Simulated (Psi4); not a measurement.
# AlPNH4OF (SMILES [NH2][Al]([F])[PH]O) at wB97X/def2-SVP

What is the energy change on altering one bond length of AlPNH4OF at wB97X/def2-SVP? 

The results are computed with Psi4 1.11.

2 further runs of the same task are left out: 2 set aside as unsound or not needed.

## (1) Starting point

AlPNH4OF: 9 atoms, total charge 0, spin state singlet. As SMILES, `[NH2][Al]([F])[PH]O`. The shape is that of a PBE0-D4/def2-TZVP optimisation. This is one conformer, not always the lowest.

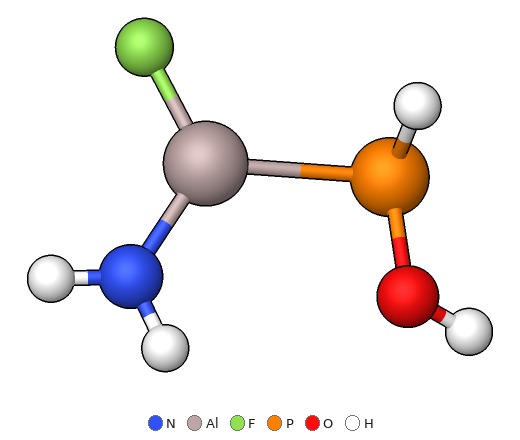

The structure, seen from a chosen angle (nitrogen blue, aluminium light grey, fluorine green, phosphorus orange, oxygen red, hydrogen white).

## (2) The energy at wB97X/def2-SVP

Input file alfh4nop.inp:

```
memory 1600 MB

molecule {
  0 1
  N      2.81418014     1.89841886    -0.35111111
  Al     1.66749433    -1.08262410     0.53894989
  F      3.60049519    -3.16982660     1.82547544
  P     -2.49954075    -2.26030142    -0.29933262
  O     -3.57139340     0.66348284    -0.89100587
  H      1.68922618     3.25543119    -1.06939601
  H      4.59524702     2.53015431    -0.13681617
  H     -3.10519797    -2.47591917     2.32493005
  H     -5.02308101     0.55368975    -1.97400791
  units au
  symmetry c1
}

set {
  basis                def2-SVP
  reference            rks
  puream               true
  e_convergence        1e-09
  d_convergence        1e-08
  scf_type             pk
  dft_radial_points    99
  dft_spherical_points 590
}

energy_value, wavefunction = energy('wb97x', return_wfn=True)
oeprop(wavefunction, 'LOWDIN_CHARGES', 'WIBERG_LOWDIN_INDICES', 'DIPOLE')
```

Run with:

```sh
$ psi4 -i alfh4nop.inp -o alfh4nop.out -n 1
```

alfh4nop.out:

```text
[...]
  Running in c1 symmetry.
[...]
  Nuclear repulsion =  276.151258116467432
[...]
  Multiplicity = 1
[...]
  Nalpha       = 28
  Nbeta        = 28
[...]
    Number of basis functions: 98
[...]
   @RKS iter   1:  -815.37979216943506   -7.99150e-01   9.01344e-03 ADIIS/DIIS
[...]
   @RKS iter  12:  -815.69973867314695   -1.85310e-11   9.43502e-09 DIIS
[...]
    Orbital Energies [Eh]
    ---------------------
    Doubly Occupied:
       1A    -77.059001     2A    -56.050383     3A    -24.695466
       4A    -19.211293     5A    -14.375267     6A     -6.661276
       7A     -4.828163     8A     -4.823373     9A     -4.819967
      10A     -4.248579    11A     -2.804615    12A     -2.800559
      13A     -2.797913    14A     -1.230261    15A     -1.127920
      16A     -0.941153    17A     -0.745878    18A     -0.591556
      19A     -0.584134    20A     -0.567610    21A     -0.517654
      22A     -0.511257    23A     -0.504445    24A     -0.500810
      25A     -0.474062    26A     -0.382175    27A     -0.366514
      28A     -0.331539
[...]
  @RKS Final Energy:  -815.69973867314695
   => Energetics <=
    Nuclear Repulsion Energy =            276.1512581164674316
    One-Electron Energy =               -1679.9361354511966056
    Two-Electron Energy =                 639.3991807371629648
    DFT Exchange-Correlation Energy =     -51.3140420755807725
    Empirical Dispersion Energy =           0.0000000000000000
    VV10 Nonlocal Energy =                  0.0000000000000000
    Total Energy =                       -815.6997386731469533
[...]
 Multipole Moments:
 ------------------------------------------------------------------------------------
     Multipole            Electronic (a.u.)      Nuclear  (a.u.)        Total (a.u.)
 ------------------------------------------------------------------------------------
 L = 1.  Multiply by 2.5417464519 to convert [e a0] to [Debye]
 Dipole X            :          2.0803235           -2.4019854           -0.3216619
 Dipole Y            :         -4.9910438            5.6718020            0.6807582
 Dipole Z            :          1.1876857           -1.5473407           -0.3596550
 Magnitude           :                                                    0.8344159
[...]
```

Run time: 15 s. Hardware: 1 thread of Intel Xeon 6975P-C (Granite Rapids), shared host; peak memory 0.83 GiB.

## (3) The distorted shape: energy and forces at wB97X/def2-SVP

Input file run.py:

```python
import psi4

psi4.set_memory(1600000000)
psi4.set_num_threads(1)
psi4.core.set_output_file('run.log', False)

molecule = psi4.geometry("""
0 1
N      2.99587920     1.96310419    -1.13840125
Al     1.84919339    -1.01793877    -0.24834025
F      3.78219424    -3.10514128     1.03818530
P     -2.31784169    -2.19561609    -1.08662276
O     -3.38969435     0.72816817    -1.67829601
H      1.87092524     3.32011652    -1.85668615
H      4.77694607     2.59483963    -0.92410631
H     -3.10519797    -2.47591917     2.32493005
H     -4.84138196     0.61837508    -2.76129805
units bohr
symmetry c1
""")

options = {'basis': 'def2-SVP', 'puream': True, 'e_convergence': 1e-09, 'd_convergence': 1e-08, 'scf_type': 'pk', 'dft_radial_points': 99, 'dft_spherical_points': 590}
psi4.set_options(options)

E = psi4.gradient("wb97x")
print('gradient / Eh bohr^-1')
print(E.np.round(6))
```

Run with:

```sh
$ python run.py
```

run.log:

```text
[...]
  Running in c1 symmetry.
[...]
  Nuclear repulsion =  274.318189826121227
[...]
  Multiplicity = 1
[...]
  Nalpha       = 28
  Nbeta        = 28
[...]
    Number of basis functions: 98
[...]
   @RKS iter   1:  -815.33323294636773   -9.18597e-01   9.06584e-03 ADIIS/DIIS
[...]
   @RKS iter  13:  -815.66340543972797   -5.45697e-12   5.33044e-09 DIIS
[...]
    Orbital Energies [Eh]
    ---------------------
    Doubly Occupied:
       1A    -77.083030     2A    -56.054475     3A    -24.697109
       4A    -19.222818     5A    -14.377931     6A     -6.681441
       7A     -4.848083     8A     -4.844621     9A     -4.839667
      10A     -4.252572    11A     -2.808597    12A     -2.804524
      13A     -2.801959    14A     -1.231822    15A     -1.137618
      16A     -0.943696    17A     -0.735841    18A     -0.590432
      19A     -0.582996    20A     -0.567023    21A     -0.519702
      22A     -0.508172    23A     -0.506725    24A     -0.493348
      25A     -0.480381    26A     -0.374045    27A     -0.364508
      28A     -0.336968
[...]
  @RKS Final Energy:  -815.66340543972797
   => Energetics <=
    Nuclear Repulsion Energy =            274.3181898261212268
    One-Electron Energy =               -1675.9666892406198713
    Two-Electron Energy =                 637.2291915684212427
    DFT Exchange-Correlation Energy =     -51.2440975936505438
    Empirical Dispersion Energy =           0.0000000000000000
    VV10 Nonlocal Energy =                  0.0000000000000000
    Total Energy =                       -815.6634054397279670
[...]
 Multipole Moments:
 ------------------------------------------------------------------------------------
     Multipole            Electronic (a.u.)      Nuclear  (a.u.)        Total (a.u.)
 ------------------------------------------------------------------------------------
 L = 1.  Multiply by 2.5417464519 to convert [e a0] to [Debye]
 Dipole X            :          2.2751146           -2.4912850           -0.2161703
 Dipole Y            :         -4.8883798            5.6400111            0.7516313
 Dipole Z            :          0.5041209           -1.1604113           -0.6562904
 Magnitude           :                                                    1.0209781
[...]
  -Total Gradient:
     Atom            X                  Y                   Z
    ------   -----------------  -----------------  -----------------
       1        0.002255665553     0.006550910572    -0.001573731837
       2        0.007479108957    -0.005786406751     0.000653775375
       3       -0.005383440464     0.006344184037    -0.003491472354
       4        0.016201259728     0.008038473543    -0.062570342522
       5       -0.005052786150    -0.002392081694     0.001320827676
       6        0.003469300295    -0.005004106135     0.002457608105
       7       -0.005762784240    -0.002625402834    -0.000443315158
       8       -0.017123834638    -0.005153818512     0.063394609493
       9        0.003631935098     0.000255900682     0.000027697229
[...]
```

The script printed:

```text
gradient / Eh bohr^-1
[[ 2.2560e-03  6.5510e-03 -1.5740e-03]
 [ 7.4790e-03 -5.7860e-03  6.5400e-04]
 [-5.3830e-03  6.3440e-03 -3.4910e-03]
 [ 1.6201e-02  8.0380e-03 -6.2570e-02]
 [-5.0530e-03 -2.3920e-03  1.3210e-03]
 [ 3.4690e-03 -5.0040e-03  2.4580e-03]
 [-5.7630e-03 -2.6250e-03 -4.4300e-04]
 [-1.7124e-02 -5.1540e-03  6.3395e-02]
 [ 3.6320e-03  2.5600e-04  2.8000e-05]]
```

Run time: 21 s. Hardware: 1 thread of Intel Xeon 6975P-C (Granite Rapids), shared host; peak memory 0.82 GiB.

## (4) Results

At wB97X/def2-SVP:

| quantity | value |
| --- | --- |
| first shape: total energy | -815.69974 Eh |
| first shape: dipole moment | 2.12 D |
| first shape: HOMO energy | -9.02 eV |
| first shape: LUMO energy | 1.83 eV |
| first shape: HOMO–LUMO gap | 10.86 eV |
| distorted shape: total energy | -815.66341 Eh |
| distorted shape: dipole moment | 2.60 D |
| distorted shape: HOMO energy | -9.17 eV |
| distorted shape: LUMO energy | 1.18 eV |
| distorted shape: HOMO–LUMO gap | 10.35 eV |
| distorted shape: largest force on an atom | 3.387 eV/Å |
| energy change with the P4–H8 bond stretched from 1.430 to 1.859 Å | 0.989 eV |

In words: With the P4–H8 bond stretched from 1.430 to 1.859 Å the energy rises by 0.99 eV (22.8 kcal/mol). The first shape isn't relaxed at this level, so the change isn't measured from a minimum.
